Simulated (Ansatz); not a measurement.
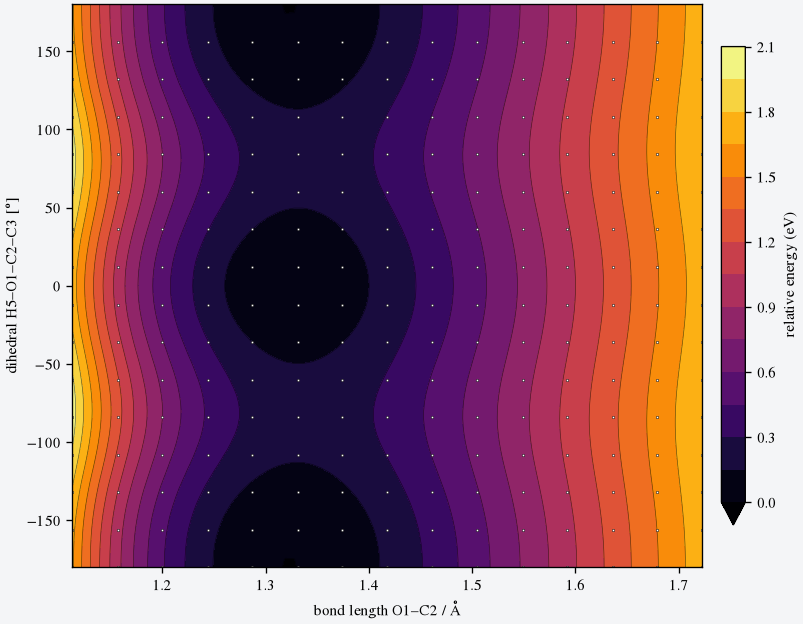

Energy landscape of C2H2OS, SMILES OC1=CS1. The first coordinate is: bond length O1–C2; the second: dihedral H5–O1–C2–C3. Nothing is relaxed (all other coordinates rigid). The scan uses a 15 × 15 grid; 129 points were computed and 96 follow by symmetry. Points are written as (first, second). Energies: eV, counted from the lowest grid point. The restricted reference is unstable at some or all points, so the energies there are unreliable. Level of theory: Ansatz, RHF-MP2, frozen core/def2-TZVP.

The picture shows filled contours, dots at the grid points. Between grid points the surface is interpolated. 

### Where are the wells?

The lowest grid point is at (1.331 Å, −180°). There is a further well near (1.331 Å, −12°) (0.047 eV above the lowest at that grid point). The highest grid point, (1.113 Å, −84°), lies 2.01 eV above the lowest. Round the minimum the two coordinates are nearly uncoupled.

Time for the 129 points that were run: 14 min on 1 thread of Arm Neoverse V2, with other jobs on the host.
